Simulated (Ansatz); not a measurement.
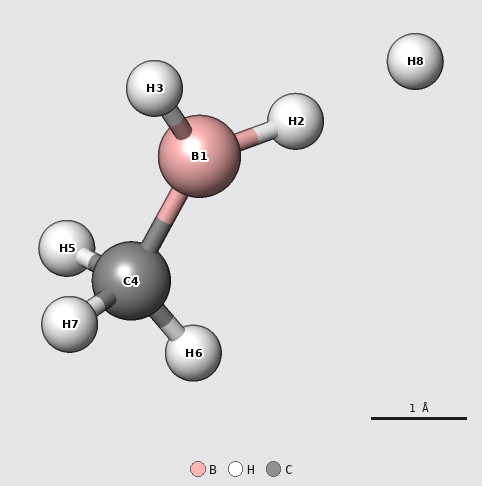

**Figure 1.** The structure as given in the input (ball-and-stick view, seen at a tilt; atoms are numbered from 1 in the order of the input). Bond lengths as drawn: B–C 1.56 Å, B–H 1.21 Å and C–H 1.10 to 1.11 Å.

# Run report: CH6B, frequency calculation

System: CH6B, multiplicity 2.
Method: UKS B3LYP-D4/def2-SVP (Ansatz 0.2.0).

It belongs to a series of runs on one base structure; here: vibrations at the highest image of the band. Figures and captions count atoms from 1; the log counts them from 0 in places.

## Log
```
Engine: ansatz 0.2.0, aarch64-unknown-linux-gnu
Functional definition: B3LYP
  parameter a0 = 0.2
  parameter ax = 0.72
  parameter ac = 0.81
  exchange = (1 - a0 - ax)*slater_x + ax*b88_x + a0*exact_x
  correlation = (1 - ac)*vwn_rpa_c + ac*lyp_c
653 factors; integrals over basis functions are off by at most 4.1e-4 eV
mean field evaluation 1: about -1802.2093 eV, gradient 3.0e1 eV
mean field evaluation 2: about -1800.8232 eV, gradient 3.3e1 eV
mean field evaluation 4: about -1806.7814 eV, gradient 4.4e-1 eV
mean field evaluation 8: about -1806.7938 eV, gradient 9.3e-3 eV
mean field -1806.79384182 eV, -66.3984489980 hartree, gradient 4.6e-5 eV, S^2 0.750093; 0 other end points of the search recorded, 0 dependent functions left out
the calculation of the forces begins
reference -1806.79409691 eV, -66.3984583724 hartree; 9, 8 occupied and 49, 50 virtual orbitals, 653 factors
these checks for a lower state are left out or cut short: stability, starts, cluster_reference, orbital_swaps, neighbouring_geometries, increment
653 factors; integrals over basis functions are off by at most 4.1e-4 eV
mean field evaluation 16: about -1806.7826 eV, gradient 1.0e-1 eV
mean field -1806.79372823 eV, -66.3984448238 hartree, gradient 1.3e-6 eV, S^2 0.750092; 0 other end points of the search recorded, 0 dependent functions left out
[... from here on the field's lines of each further geometry are left out, up to the last ...]
the calculation of the forces begins
reference -1806.79412347 eV, -66.3984593483 hartree; 9, 8 occupied and 49, 50 virtual orbitals, 653 factors
these checks for a lower state are left out or cut short: stability, starts, cluster_reference, orbital_swaps, neighbouring_geometries, increment
653 factors; integrals over basis functions are off by at most 4.1e-4 eV
mean field evaluation 288: about -1806.7827 eV, gradient 5.9e-2 eV
mean field -1806.79381503 eV, -66.3984480133 hartree, gradient 1.8e-6 eV, S^2 0.750094; 0 other end points of the search recorded, 0 dependent functions left out
the calculation of the forces begins
reference -1806.79407007 eV, -66.3984573861 hartree; 9, 8 occupied and 49, 50 virtual orbitals, 653 factors
WARN: phonons: 3 modes above zero are rigid motions of the cell's bodies and no vibrations: the zero-point energy, free energy, entropy and heat capacity leave them out. With what each would have added to F at 1000 K, by the weight of its row in the mesh: 0.11 cm⁻¹ (-0.753 eV; rigid weight 1.000, of which rotation 0.000), 6.27 cm⁻¹ (-0.406 eV; rigid weight 0.987, of which rotation 0.987), 7.21 cm⁻¹ (-0.394 eV; rigid weight 0.999, of which rotation 0.999). A body is a set of atoms that hang together within twice the van der Waals contact; here: 8 atoms, out of reach of every periodic image. What nothing holds moves and turns at no cost, which is at zero frequency: what stands here is left by the forces on the atoms, the periodic images, the SCF threshold and the grid, and changes its size and its sign with the last two. The forces' share comes down as the geometry is relaxed further. 1 mode above zero would be a rigid motion if what is in doubt were free, and is counted in the zero-point energy, free energy, entropy and heat capacity. With what each adds to F at 1000 K, by the weight of its row in the mesh: 108.59 cm⁻¹ (-0.160 eV; rigid weight 0.991, of which rotation 0.067). The body of 8 atoms, out of reach of every periodic image, is 2 pieces, each of atoms that hang together within van der Waals contact, which lie beyond contact and within twice that of one another (atoms 1 and 7, taken in the periodic images in which they do not hang together, stand 2.63 Å apart and are out of reach from 4.84 Å). If the pieces are bound to each other, these are vibrations of the whole and the sums are right; if not, set them further apart, from one another and from their images. Atoms are counted from 0 in the run's list of atoms, and not in a supercell that the run derives from it; the header of the second-order force-constant file, where the run writes one, gives the list as its `site` lines. If the cell is meant as a crystal, declare phonons.rigid_motions: translations: the three translations of the whole cell alone are then left out, and nothing is said of the modes in doubt. The least rigid weight left out is 0.98667 and the largest kept is 0.01966.
WARN: phonons: modes at or below zero, which the zero-point energy, F, S and C_V leave out: 2, the lowest at -29.82 cm⁻¹. A minimum has none, and a first-order saddle one
Total energy: -1806.90326940 eV, -66.4024703876 hartree
Atom 0 at     0.077339     0.043272    -0.235981 Å, force    -0.000659     0.009421    -0.004118 eV/Å
Atom 1 at     0.261929     0.325486     0.926019 Å, force     0.000884    -0.002449     0.000605 eV/Å
Atom 2 at     1.028825    -0.319296    -0.888862 Å, force    -0.001106    -0.004043     0.000780 eV/Å
Atom 3 at    -1.354797     0.062726    -0.845195 Å, force     0.001551     0.001842     0.002981 eV/Å
Atom 4 at    -1.733889    -0.962961    -0.632900 Å, force    -0.000200    -0.002830     0.000065 eV/Å
Atom 5 at    -2.062582     0.749931    -0.356344 Å, force     0.000313    -0.000900    -0.000345 eV/Å
Atom 6 at    -1.398916     0.178791    -1.939068 Å, force     0.000239    -0.000686     0.000481 eV/Å
Atom 7 at    -0.292509    -0.077948     3.461631 Å, force    -0.001022    -0.000356    -0.000449 eV/Å
Dipole moment:    -0.147708    -0.025070    -0.057895 e Å
Vibrations: -29.82 -17.93 108.59 176.62 545.72 678.73 975.36 1050.12 1077.68 1230.65 1312.43 1398.93 1449.90 2551.86 2631.70 2970.21 3074.86 3131.59 cm⁻¹, zero-point energy 1.510434 eV
```

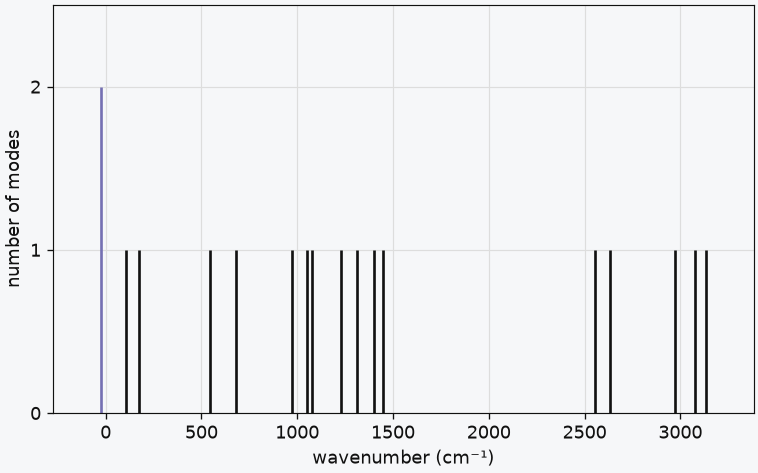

**Figure 2.** Harmonic vibrational wavenumbers from the force constants; neighbouring modes closer than 14 cm⁻¹ are counted in one stick, and imaginary ones are drawn at negative wavenumbers. 18 modes from 30i to 3132 cm⁻¹, 2 imaginary beyond 8i (30i, 18i cm⁻¹): not a minimum.

This output came from the following input.

## Input
```yaml
crystal:
  periodic: [false, false, false]
  atoms:
    - { symbol: B, position_ang: [0.077339, 0.043272, -0.235981] }
    - { symbol: H, position_ang: [0.261929, 0.325486, 0.926019] }
    - { symbol: H, position_ang: [1.028825, -0.319296, -0.888862] }
    - { symbol: C, position_ang: [-1.354797, 0.062726, -0.845195] }
    - { symbol: H, position_ang: [-1.733889, -0.962961, -0.6329] }
    - { symbol: H, position_ang: [-2.062582, 0.749931, -0.356344] }
    - { symbol: H, position_ang: [-1.398916, 0.178791, -1.939068] }
    - { symbol: H, position_ang: [-0.292509, -0.077948, 3.461631] }
magnetization:
  spin_polarized: true
  initial_magnetization: 1
basis:
  gaussian: { orbitals: def2-SVP }
hamiltonian:
  xc: b3lyp
  dispersion: d4
phonons: {}
```

Run as:
```bash
ansatz run input.yaml --threads 1 --pin off --max-ram 2048MiB --backend cpu --events-out ev --progress --plain --runs-dir out
```

## Key numbers

| quantity | value |
| --- | --- |
| outcome | converged |
| total energy | −1806.9033 eV |
| mean-field energy | −1806.7941 eV |
| ⟨S²⟩ | 0.750 |
| largest force (length of the vector) | 0.010 eV/Å |
| hardware | 1 thread of Arm Neoverse V1, 24 GiB of memory available, shared host |
| wall time | 54 s |
| peak memory | 0.12 GiB |
